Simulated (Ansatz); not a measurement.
# Lattice dynamics of ZnAu (Pm-3m)

Wanted: vibrations and spectra of ZnAu (Pm-3m); the cell is already relaxed. After the zone centre comes a 4×4×4 q mesh on a 16×16×16 k mesh.

Main program and level: Ansatz 0.2.0; DFT PBEsol, scalar-relativistic, plane waves, PAW; PAW set soft_1.

### 1. Set-up

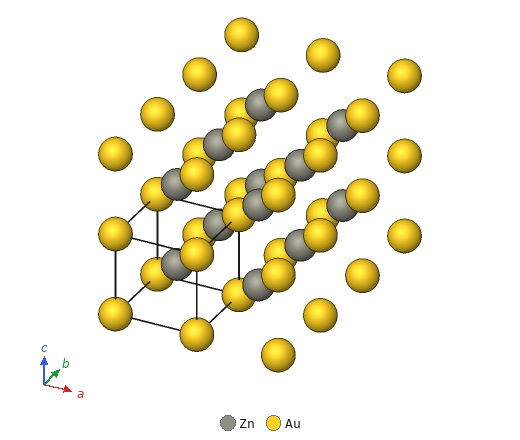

The cell as given, from a free direction (zinc grey, gold yellow). 2×3×2 cells are drawn. Some periodic images of atoms are drawn too.

Structure file:

```cif
data_structure
_symmetry_space_group_name_H-M 'P 1'
_symmetry_Int_Tables_number 1
_cell_length_a 3.1278
_cell_length_b 3.1278
_cell_length_c 3.1278
_cell_angle_alpha 90.000
_cell_angle_beta 90.000
_cell_angle_gamma 90.000
_cell_volume 30.60
loop_
_atom_site_label
_atom_site_type_symbol
_atom_site_fract_x
_atom_site_fract_y
_atom_site_fract_z
_atom_site_occupancy
Zn1 Zn 0.50000 0.50000 0.50000 1
Au2 Au 0.00000 0.00000 0.00000 1
```

### 2. Modes at Γ

The cell comes from relaxations at this level that are not shown. The zone centre comes first: it holds the modes that light can see, as far as symmetry allows. No field response is asked, since the mesh shows no gap.

File input.yaml:

```yaml
crystal:
  lattice:
    - [3.1278066227, 0.0, 0.0]
    - [0.0, 3.1278066227, 0.0]
    - [0.0, 0.0, 3.1278066227]
  atoms:
    - { symbol: Zn, position: [0.5, 0.5, 0.5] }
    - { symbol: Au, position: [0.0, 0.0, 0.0] }
kpoints:
  mp_grid: { grid: [16, 16, 16] }
hamiltonian:
  xc: pbesol
  pseudopotentials: { kind: paw, azcp: { folder: soft_1 }, xc_functional: pbe }
scf:
  occupations: { method: methfessel_paxton, width: 0.2 }
output:
  eigenvalues: true
phonons:
  method: dfpt
```

Command:

```console
$ ansatz run input.yaml --threads 4 --pin off --max-ram 10240MiB --backend cpu --events-out ev --progress --plain --runs-dir out
```

Numbers of over 12 decimals in the logs are rounded to 6 here.

Output:

```text
Engine: ansatz 0.2.0, aarch64-unknown-linux-gnu
Pseudopotentials: kind: paw
Pseudopotential: Zn, paw, valence charge 12, recommended cutoff 420 eV (normal), soft_1/Zn.paw.azcp
Pseudopotential: Au, paw, valence charge 19, recommended cutoff 420 eV (normal), soft_1/Au.paw.azcp
Functional definition: PBEsol
  exchange = pbesol_x
  correlation = pbesol_c
Crystal: 2 atoms, lattice volume = 30.600 Å³
Basis set: ecut = 420 eV, 619 PW (Γ), exchange–correlation on 48×48×48 points (8 copies of the dense FFT grid, shifted against one another)
Bands: 20, of which v1, the nominal top of the filled ones, is band 16 counted from 1 (15 counted from 0)
Symmetry: 48 space group operations
k-points: 405 of 4096 (irreducible under 8 space group operations, time reversal used)
Non-local potential: Zn, projectors of the file, l = 0: 2, l = 1: 2, l = 2: 3, l = 3: 1
Non-local potential: Au, projectors of the file, l = 0: 3, l = 1: 2, l = 2: 2, l = 3: 1
PAW form: soft (Blöchl's): semilocal exchange-correlation on the pseudo side does not see the compensation charge
PAW frozen core: Zn, regenerated for the run's functional, and the local potential with it (the file was generated under x = pbe(κ = 0.804, μ = 0.219515), c = pbe(β = 0.066725))
PAW frozen core: Au, regenerated for the run's functional, and the local potential with it (the file was generated under x = pbe(κ = 0.804, μ = 0.219515), c = pbe(β = 0.066725))
PAW one-centre angular grid: Zn, 590 points (default); XC on 64 Gauss nodes
PAW one-centre angular grid: Au, 590 points (default); XC on 64 Gauss nodes
Initial density: superposition of atomic densities (chi_scale 0.1, normalization cell, long waves kept (reshape's long-wave potential 0.00 eV rms))
Initial wavefunctions: pseudopotential atomic-orbital guess
Functional: x = pbesol(κ = 0.804, μ = 0.123457), c = pbesol(β = 0.046)
SCF iter   1: F=—  HF=-16293.019657 eV  |F-HF|=—  |Δ(HF+E_count)|=         —  Δρ=1.70e-1  dr2=1.13e1  ethr=3.10e-3  ⟨swp⟩=4.9  Hψ=37286  notcnv=0
preconditioner: auto → none  [metal: Δε(μ)=0.030 eV  Ē_g=13.262 eV  σ=0.200 eV  W_gap=0.13  n_scr=6 (ndim 8)  ℏωp=32.2 eV  f_vac=0.000  D(μ)=0.67/eV (n_scr^D=0)  sad-step TF]
SCF iter   2: F=—  HF=-16291.474331 eV  |F-HF|=—  |Δ(HF+E_count)|=    1.55e0  S|Δr|=    0.00e0  Δρ=9.85e-2  dr2=4.74e0  ethr=3.10e-3  ⟨swp⟩=2.1  Hψ=17693  notcnv=0  defer=78
SCF iter   3: F=—  HF=-16290.380185 eV  |F-HF|=—  |Δ(HF+E_count)|=    1.09e0  S|Δr|=    0.00e0  Δρ=4.30e-2  dr2=3.40e-1  ethr=3.10e-3  ⟨swp⟩=3.0  Hψ=16964  notcnv=0  defer=82
SCF iter   4: F=—  HF=-16290.196566 eV  |F-HF|=—  |Δ(HF+E_count)|=   1.84e-1  S|Δr|=    0.00e0  Δρ=1.86e-2  dr2=4.30e-2  ethr=1.10e-3  ⟨swp⟩=2.0  Hψ=17624  notcnv=0  defer=113
SCF iter   5: F=—  HF=-16290.200097 eV  |F-HF|=—  |Δ(HF+E_count)|=   3.53e-3  S|Δr|=    0.00e0  Δρ=3.57e-3  dr2=2.37e-3  ethr=1.39e-4  ⟨swp⟩=2.0  Hψ=13173  notcnv=0  defer=113
SCF iter   6: F=—  HF=-16290.200069 eV  |F-HF|=—  |Δ(HF+E_count)|=   2.81e-5  S|Δr|=    0.00e0  Δρ=3.66e-4  dr2=5.23e-5  ethr=7.64e-6  ⟨swp⟩=2.8  Hψ=14797  notcnv=0  defer=113
SCF iter   7: F=—  HF=-16290.200054 eV  |F-HF|=—  |Δ(HF+E_count)|=   1.48e-5  S|Δr|=    0.00e0  Δρ=5.21e-5  dr2=4.29e-7  ethr=1.69e-7  ⟨swp⟩=2.0  Hψ=10541  notcnv=0  defer=113
SCF iter   8: F=—  HF=-16290.200060 eV  |F-HF|=—  |Δ(HF+E_count)|=   5.41e-6  S|Δr|=    0.00e0  Δρ=7.30e-6  dr2=1.27e-8  ethr=1.38e-9  ⟨swp⟩=2.2  Hψ=12374  notcnv=0  defer=113
SCF iter   9: F=-16290.200060 eV  HF=-16290.200060 eV  |F-HF|=3.64e-12  |Δ(HF+E_count)|=   3.47e-9  S|Δr|=    0.00e0  Δρ=1.35e-7  dr2=4.31e-12  ethr=1.00e-12  ⟨swp⟩=7.0  Hψ=49578  notcnv=0
SCF 1 converged in 9 iterations: F = -16290.200060 eV  dr2 = 4.31e-12
  greatest PAW one-centre occupation: 1.000 electrons in one spin orbital (limit 2), on the Au atom at site 1 (counted from 0), in its partial waves of l = 0
DFPT response loops at Γ: preconditioner auto → Kerker (q_TF=auto, 2.734 Å⁻¹) (partly filled bands, converged f_vac=0.000); β = 1.00, the filter's whole step (`scf.mixing.beta` (0.50) is not read by the response loops under this deck's `scf.mixing.preconditioner`; to damp them name `kerker` or `kerker_dos`, under which they read `scf.mixing.beta`, and type it under 1.00, their step now; both keys bind the ground state too); Broyden in place of MSR1
SCF converged after 9 iterations
Stability not checked: this state was not tested for a lower state beside it, because cold or Methfessel-Paxton smearing, or corrected tetrahedra, fill the levels in a way that the test cannot read (fill_not_monotonic; see scf.lower_state_search)
Free energy (F): -16290.200060 eV
Harris-Foulkes:  -16290.200060 eV  (|F-HF|=3.64e-12)
Internal energy: -16290.200290 eV  (E = F + TS)
E sigma→0 (E₀):  -16290.200117 eV
Entropy (-TS):   0.000230 eV (0.115 meV/atom)
Fermi energy:    17.210389 eV
--- Per-component energies (eV) ---
  E_band       = -163.211986
  E_kinetic    = 725.776285
  E_local      = -3431.303577  (includes V_loc(G=0)·N_el)
  E_nonlocal   = 920.282377
  E_hartree    = 1375.813183
  E_xc         = -292.872726
  E_vxc        = -313.778121  (∫ρ·V_xc dr)
  E_paw        = -11449.038655  (= ΣΔE_a)
  E_vpaw       = -815.816703  (= ΣTr[D̂ρ^β])
  E_aug_tail   = 0.001278  (compensation charges beyond the density's cutoff)
  E_ewald      = -4139.965339
  E_core_change = 1.106883  (= ΣΔE_core)
  E_smearing   = 0.000230  (= −TS)
  E_closure    = 0.000000  (closes the sum)
  Σ components = -16290.200060   (vs F -16290.200060, Δ=0.00e0)
--- Band table (eV; the first three rows and the last of 405) ---
  k-point 0: bands = [... 12 lower, 13.4821, 13.4821, 13.4821, 22.1881, 22.1881, 22.1881, 26.2571, 29.4242]
  k-point 1: bands = [... 12 lower, 13.4253, 13.4253, 13.4756, 21.6144, 22.3240, 22.3240, 26.6305, 29.3444]
  k-point 2: bands = [... 12 lower, 13.2694, 13.2694, 13.4570, 20.3957, 22.7171, 22.7171, 27.1769, 29.1230]
  k-point 404: bands = [... 12 lower, 14.1310, 14.1310, 18.6420, 20.8613, 20.9681, 20.9681, 20.9681, 23.2000]
--- Phonons (Γ-DFPT): 2 representative perturbations + reference, on 405 of 4096 k-points (Σ response iterations 7) ---
  k mesh reduced under 8 symmetry operations, with k and −k counted as one. Each operation leaves every solved perturbation unchanged. A smaller set is not used because it would not reduce the number of displacements times k-points to solve
  ASR residual: 1.439e-4 → 0.000e0 eV/Å²; symmetrization residual: 1.275e-5 eV/Å²
  ASR residual per site (eV/Å²): 5.04e-5 1.44e-4
  Γ frequencies (cm⁻¹): 0.00 0.00 0.00 143.85 143.85 143.85
  non-analytic LO–TO correction: not included (Born effective charges unavailable; polar crystals: no LO–TO splitting at Γ)
```

Elapsed: 17 s, on 4 threads of Arm Neoverse V2, shared host; peak memory 0.98 GiB; 62 s of CPU time.

This step gave:

| Property | Result |
| --- | --- |
| volume per atom | 15.30 Å³ |
| gap on the k-mesh | 0 eV |
| sum-rule residual before enforcement | 1.44e-4 eV/Å² |
| point group | m-3m |
| highest optical mode at the zone centre (no LO-TO term) | 143.8 cm⁻¹ |
| lowest optical zone-centre mode | 143.8 cm⁻¹ |

Patterns of degenerate modes are one choice out of their space. The modes at Γ (shares of kinetic energy by element, %):

```
mode  frequency (cm⁻¹)  symmetry  Zn %  Au %
   1               0.0  acoustic    25    75
   2               0.0  acoustic    25    75
   3               0.0  acoustic    25    75
   4             143.8       T1u    75    25
   5             143.8       T1u    75    25
   6             143.8       T1u    75    25
```

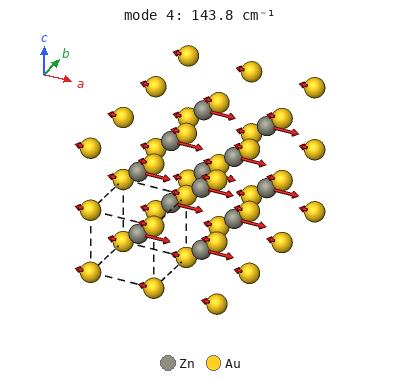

Displacement patterns of mode 4 at Γ; arrows are exaggerated. 2×3×2 cells are drawn. Some periodic images of atoms are drawn too.

Before it was imposed, the acoustic sum rule was missed by 1.4e-4 eV/Å². Small misses are needed for a sound result but don't prove that mesh and cutoff are converged. The lowest optical mode is real, 144 cm⁻¹.

(Part 1 of 2 ends here.)

[Logs are printed without paths, hosts, clocks, repeated set-up lines and the standing remarks that a program may print on its own settings, such as how far it seeks lower states.]

[Hosts, paths, dates, database ids (printed as entryN), source tags and the programs' standing remarks are cut or masked in the printed files.]
